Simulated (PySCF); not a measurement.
```xyz
9

Al    0.7214    1.9308   -0.2818
H     1.2890    3.3870   -0.4748
S     0.0729    1.4296    1.7405
Al   -0.6809   -0.6117    1.8762
H    -1.2486   -1.0522    3.2769
S    -0.7203   -2.1238    0.3066
Al    0.0006   -1.3428   -1.6011
H     0.0297   -2.3666   -2.7963
S     0.6689    0.6803   -2.0718
```

Geometry: PBE0-D3(BJ)/def2-SVP.

Computed with PBE0/pcSseg-1 Al:pcSseg-2, SCF density, gas phase, non-relativistic (PySCF).

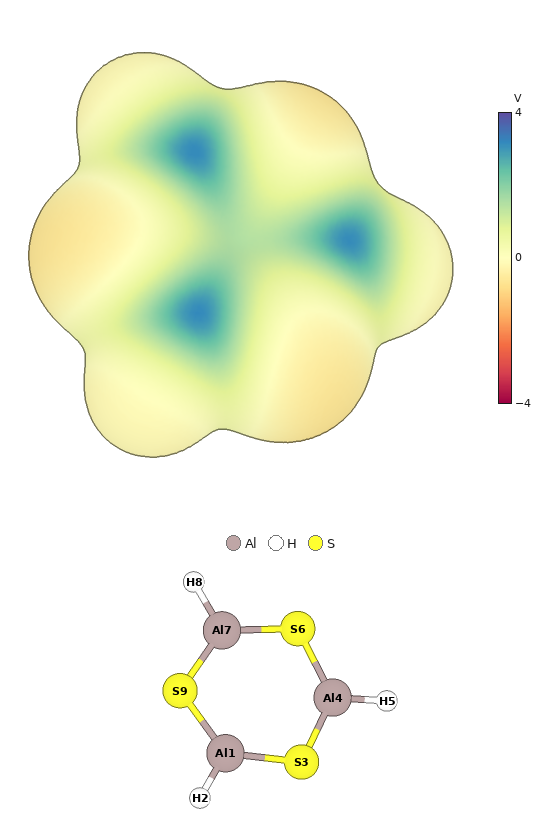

Al3H3S3 ((HAlS)3 ring). The electrostatic potential painted on the density surface at 0.002 e/bohr³, seen at a tilt; red is negative and blue positive. The bare structure is drawn below in the same view.

### Where is the surface potential most negative and most positive?

The most negative region (about −0.6 V) lies over S3, S6 and S9, the most positive (about +3.1 V) over Al1, Al4 and Al7.

### How polar is the molecule by this calculation?

Its dipole moment is 0.02 D.
